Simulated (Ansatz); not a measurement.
**BH$_{6}$SSi (SMILES B[SiH2][SH2+]) (charge +1): density, localisation and related maps**

The calculation's input:

```
crystal:
  periodic: [false, false, false]
  atoms:
    - {symbol: B, position_ang: [0.049555, -1.599661, -1.844354]}
    - {symbol: S, position_ang: [0.719489, 0.441990, 0.935647]}
    - {symbol: Si, position_ang: [-0.891235, -0.817418, -0.243573]}
    - {symbol: H, position_ang: [1.233643, -1.454752, -2.047774]}
    - {symbol: H, position_ang: [-0.646711, -2.236530, -2.604229]}
    - {symbol: H, position_ang: [-1.379753, -1.761909, 0.813335]}
    - {symbol: H, position_ang: [-1.848279, 0.308241, -0.495635]}
    - {symbol: H, position_ang: [0.012189, 0.688004, 2.084127]}
    - {symbol: H, position_ang: [1.425339, -0.593335, 1.489914]}
basis:
  gaussian: {orbitals: def2-TZVPD}
hamiltonian: {xc: {name: PBE0}}
total_charge: 1
output: {forces: true, orbitals: {seedname: orbitals}}
```

Launched as:

```sh
ansatz run input.yaml --threads 1 --pin off --max-ram 2610MiB --events-out events.jsonl --progress --plain --runs-dir runs
```

Geometry: PBE-D3(BJ)/def2-SVP.

All numbers below come from isolated molecule in a Gaussian basis; Kohn-Sham density functional theory, functional PBE0 (Ansatz 0.2.0).

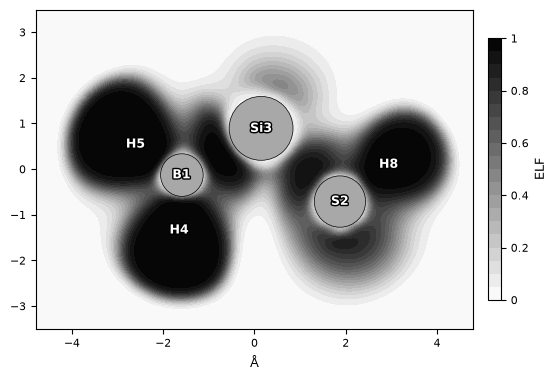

Figure 1. ELF on the plane of atoms Si3, B1 and H5. Grey discs cover the atomic cores.

> What does the map show?

- The plane passes through B, S, Si and H nuclei.
- Si–B (2.01 Å): the ELF peaks at about 1 between the atoms (a covalent bond).
- Si–S (2.36 Å): the ELF peaks at about 0.95 between the atoms: a covalent bond.
- B–H (1.21 Å): the ELF climbs to about 1 towards the hydrogen, as it does in any bond to H: a covalent bond by its length.
- S–H (1.37 Å): the ELF climbs to about 1 towards the hydrogen: an ordinary covalent bond to hydrogen.

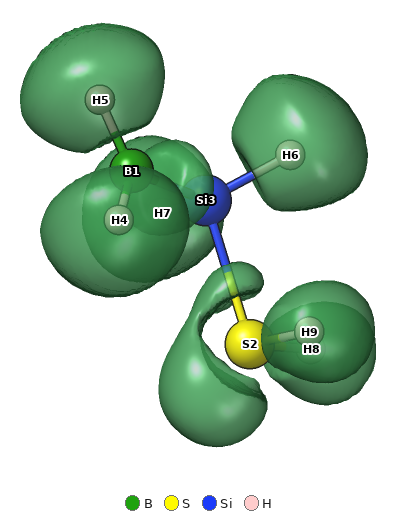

Figure 2. Isosurface of the ELF at 0.85 (green), seen at an oblique angle. Only the valence region is drawn (cores and ρ < 0.01 e/Å³ removed).

> Describe the localisation domains.

The ELF exceeds this value in one region between bonded B–Si atoms (shared pairs), six regions around hydrogen nuclei and one region on S in which the atom's valence shell and bonds are merged.

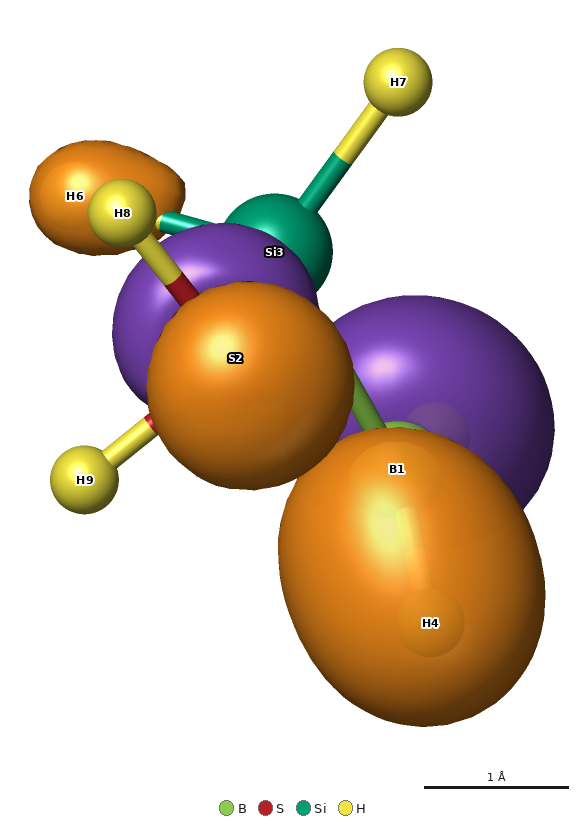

Figure 3. The HOMO−1 at ±0.15 Å⁻³ᐟ² (orange and purple are the two phases), seen at an oblique angle.

> Where does this orbital lie, and at what energy?

By Hirshfeld shares it lies mainly on B1 (about 30 %), H5 (about 20 %), H4 (about 20 %) and S2 (about 15 %). Its energy is −14.59 eV.

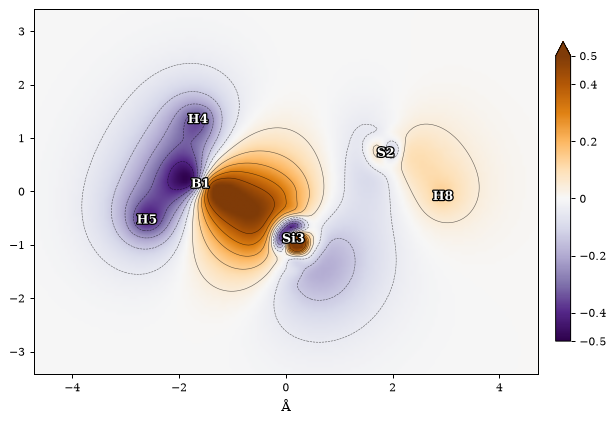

Figure 4. One frontier orbital on the plane of atoms H4, B1 and H5 (values in Å⁻³ᐟ²; the overall sign is arbitrary).

> Which orbital is it: HOMO or LUMO?

The HOMO, at −13.78 eV. Its weight (Hirshfeld) is mainly on B1 (about 35 %), Si3 (about 35 %), H5 (about 10 %) and H4 (about 5 %).
